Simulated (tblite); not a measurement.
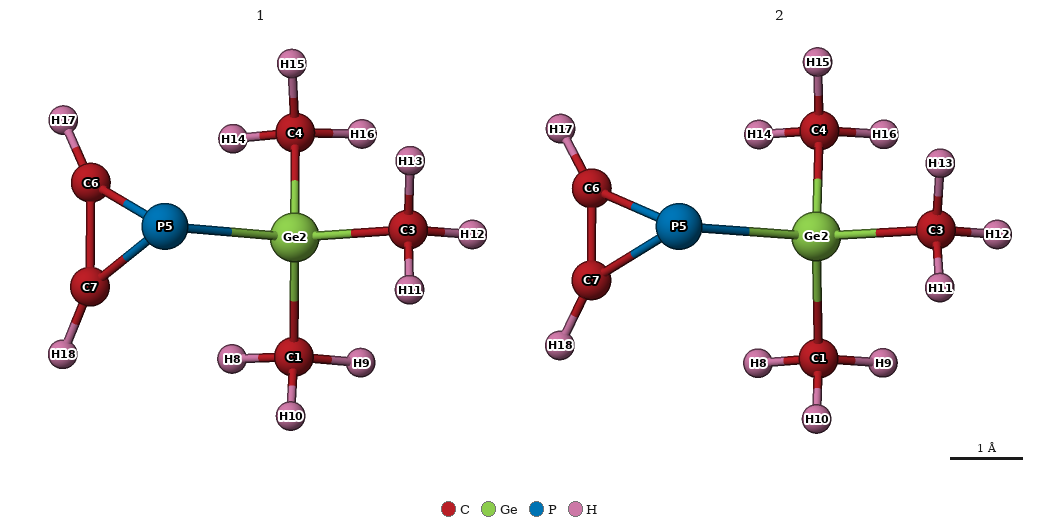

Two geometries of C5H11GeP, drawn at one scale. One is the start of a relaxation, the other its converged end. The picture is a ball-and-stick view, seen face on.

All numbers below come from GFN2-xTB geometry optimisation, gas phase in tblite. 

Which of the two is the end point?

Structure 2 is the relaxed one. The energy falls by 1.403 eV in 58 geometry steps. The largest moves after the best rigid fit, 0.33 Å, are those of H17 and H18. Largest moves by element: H 0.33 Å, C 0.27 Å, P 0.09 Å, Ge 0.05 Å. Some distances before and after: C6–C7 1.472 → 1.300 Å, P5–C6 1.718 → 1.847 Å, P5–C7 1.729 → 1.847 Å, Ge2–P5 2.288 → 2.384 Å. Among the angles between lasting bonds that change: C6–P5–C7 50.6° → 41.2°, P5–C7–C6 64.3° → 69.4°, P5–C6–C7 65.1° → 69.4°.
